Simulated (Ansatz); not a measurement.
**Run report: CH7BO2Si, single-point calculation**

- system: CH7BO2Si, SMILES CO[SiH2]BO
- method: RKS PBE-D4/def2-TZVPP (Ansatz 0.2.0)

The geometry comes from this level: PBE0-D4/def2-TZVP. Figures and captions count atoms from 1; the log counts them from 0 in places.

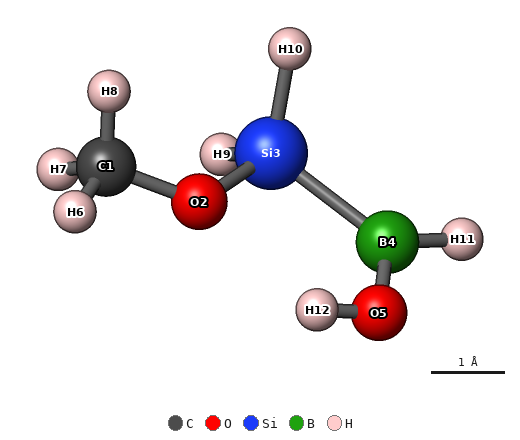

The structure (ball-and-stick view, seen at a tilt; atoms are numbered from 1 in the order of the input).

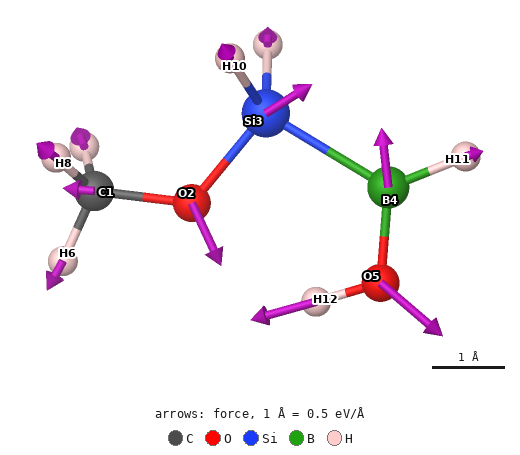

Forces on the atoms as pink arrows (ball-and-stick view, seen at a tilt; atoms are numbered from 1 in the order of the input). The largest act on O5 (0.58 eV/Å); H12 (0.49 eV/Å); O2 (0.49 eV/Å); B4 (0.42 eV/Å), among others. The geometry is not a stationary point of this energy.

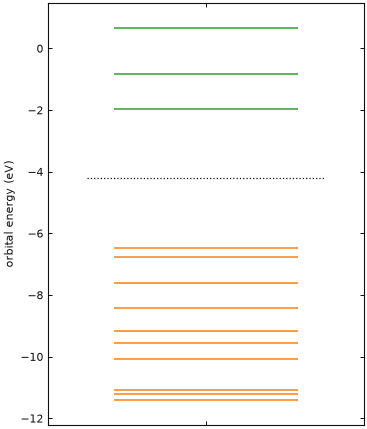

Orbital energies near the frontier; the dotted line parts filled from empty levels, and levels within 0.02 eV of each other stand side by side. Highest filled −6.47 eV, lowest empty −1.96 eV, 4.51 eV apart.

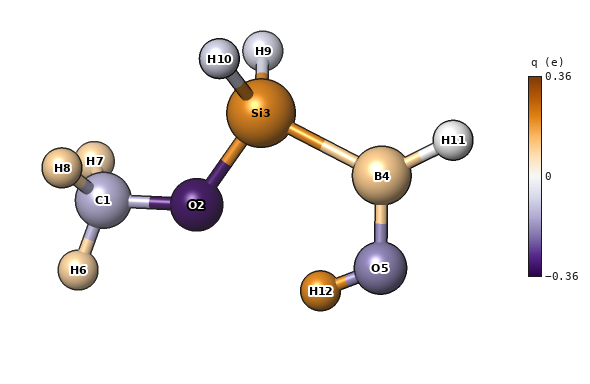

Mulliken charges, as the colour of each atom (ball-and-stick view, seen at a tilt; atoms are numbered from 1 in the order of the input). By element: C −0.15, O −0.34 to −0.20, Si +0.22, B +0.10 and H −0.08 to +0.21 e.

These pictures come from the run below.

### Input
```yaml
crystal:
  periodic: [false, false, false]
  atoms:
    - {symbol: C, position_ang: [-1.262486, 0.234880, 1.551768]}
    - {symbol: O, position_ang: [-0.620456, 0.190851, 0.299073]}
    - {symbol: Si, position_ang: [0.926287, -0.375452, 0.071228]}
    - {symbol: B, position_ang: [1.099337, -0.111839, -1.930391]}
    - {symbol: O, position_ang: [0.014416, 0.412152, -2.534644]}
    - {symbol: H, position_ang: [-2.261135, 0.654253, 1.416682]}
    - {symbol: H, position_ang: [-0.712223, 0.866417, 2.258470]}
    - {symbol: H, position_ang: [-1.361122, -0.767741, 1.983095]}
    - {symbol: H, position_ang: [1.884758, 0.410982, 0.906538]}
    - {symbol: H, position_ang: [1.025647, -1.790759, 0.542301]}
    - {symbol: H, position_ang: [2.040884, -0.364466, -2.627661]}
    - {symbol: H, position_ang: [-0.696908, 0.585524, -1.902359]}
basis:
  gaussian: {orbitals: def2-TZVPP}
hamiltonian: {xc: pbe, dispersion: d4}
output: {forces: true, orbitals: {seedname: orbitals}}
```

Launched with:
```bash
ansatz run in.yaml --threads 4 --pin off --events-out ev --progress --plain --max-ram 10444MiB
```

### Log
```
Functional definition: PBE
  name "PBE"
  cite "Perdew, Burke & Ernzerhof, Phys. Rev. Lett. 77, 3865 (1996) doi:10.1103/PhysRevLett.77.3865"
  parent pbe
  parameter kappa = 0.804
  parameter beta = 0.06672455060314922
  exchange = pbe_x(kappa = kappa, mu = beta*pi^2/3)
  correlation = pbe_c(beta = beta)
1352 factors; their error is unknown
mean field evaluation 1: about -13780.2080 eV, gradient 8.0e1 eV
mean field evaluation 2: about -13731.5069 eV, gradient 1.7e2 eV
mean field evaluation 4: about -13791.8894 eV, gradient 1.1e1 eV
mean field evaluation 8: about -13792.1446 eV, gradient 2.6e-1 eV
mean field evaluation 16: about -13792.1120 eV, gradient 8.0e-3 eV
mean field -13792.11195136 eV, -506.8507655834 hartree, gradient 2.1e-5 eV, S^2 0.000000; 0 other end points of the search recorded, 0 dependent functions left out
the calculation of the forces begins
reference -13792.11200011 eV, -506.8507673748 hartree; 24, 24 occupied and 240, 240 virtual orbitals, 1352 factors
Total energy: -13792.33168872 eV, -506.8588407824 hartree
Atom 0 at    -1.262486     0.234880     1.551768 Å, force    -0.110340     0.009826     0.200888 eV/Å
Atom 1 at    -0.620456     0.190851     0.299073 Å, force    -0.222252     0.154196    -0.406043 eV/Å
Atom 2 at     0.926287    -0.375452     0.071228 Å, force     0.341705    -0.105134    -0.171349 eV/Å
Atom 3 at     1.099337    -0.111839    -1.930391 Å, force     0.293943    -0.157951     0.258968 eV/Å
Atom 4 at     0.014416     0.412152    -2.534644 Å, force    -0.040231     0.109714    -0.567268 eV/Å
Atom 5 at    -2.261135     0.654253     1.416682 Å, force    -0.222349     0.090059    -0.012311 eV/Å
Atom 6 at    -0.712223     0.866417     2.258470 Å, force     0.106107     0.134295     0.172853 eV/Å
Atom 7 at    -1.361122    -0.767741     1.983095 Å, force    -0.031110    -0.212185     0.114634 eV/Å
Atom 8 at     1.884758     0.410982     0.906538 Å, force     0.119363     0.080313     0.105204 eV/Å
Atom 9 at     1.025647    -1.790759     0.542301 Å, force     0.023643    -0.164428     0.064482 eV/Å
Atom 10 at     2.040884    -0.364466    -2.627661 Å, force     0.100593    -0.024816    -0.086961 eV/Å
Atom 11 at    -0.696908     0.585524    -1.902359 Å, force    -0.359071     0.086111     0.326903 eV/Å
Dipole moment:    -0.226068     0.030423     0.350699 e Å
```

### Summary

```json
{"quantity": "outcome", "value": "converged"}
{"quantity": "total energy", "value": "−13792.3317 eV"}
{"quantity": "mean-field energy", "value": "−13792.1120 eV"}
{"quantity": "dispersion energy", "value": "−0.2197 eV"}
{"quantity": "SCF solution under orbital rotations", "value": "stable"}
{"quantity": "HOMO", "value": "−6.47 eV"}
{"quantity": "LUMO", "value": "−1.96 eV"}
{"quantity": "largest force (length of the vector)", "value": "0.579 eV/Å"}
{"quantity": "dipole moment", "value": "2.01 D"}
{"quantity": "hardware", "value": "4 threads of Arm Neoverse V1, 23 GiB of memory available, shared host"}
{"quantity": "wall time", "value": "2.6 s (CPU time 9.2 s)"}
{"quantity": "peak memory", "value": "0.34 GiB"}
```
